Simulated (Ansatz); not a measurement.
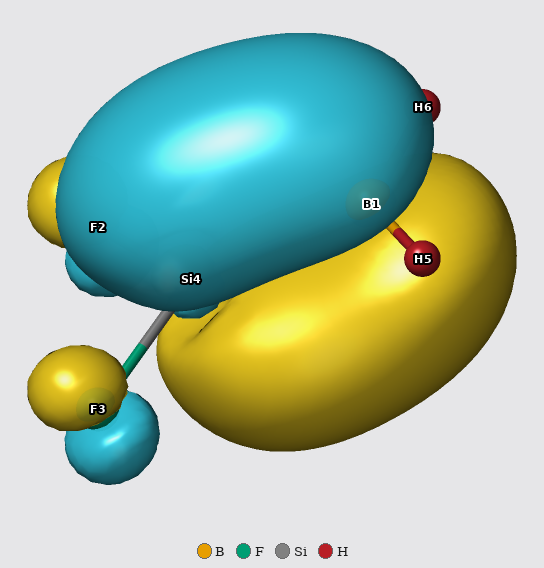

*BF2H2Si (doublet). One frontier orbital at ±0.1 Å⁻³ᐟ² (yellow and cyan are the two phases), seen at an oblique angle.*

Geometry: B3LYP-D3(BJ)/6-311G**.

Computed with isolated molecule in a Gaussian basis; Kohn-Sham density functional theory, functional PBE0 (Ansatz 0.2.0).

```xyz
6

B    -1.1268    1.1558    0.5887
F    -3.4332   -0.7438   -0.3503
F    -2.9413    1.1638   -1.9642
Si   -2.4862    0.5318   -0.5633
H    -0.5364    2.1242    0.2467
H    -0.9449    0.5419    1.5854
```

> Which orbital is it: HOMO (α) or LUMO (α)?

The HOMO (α), at −6.56 eV. Its weight (Hirshfeld) is mainly on Si4 (about 45 %) and B1 (about 40 %); it changes sign across the molecular plane (π type); π-bonding across B1–Si4.
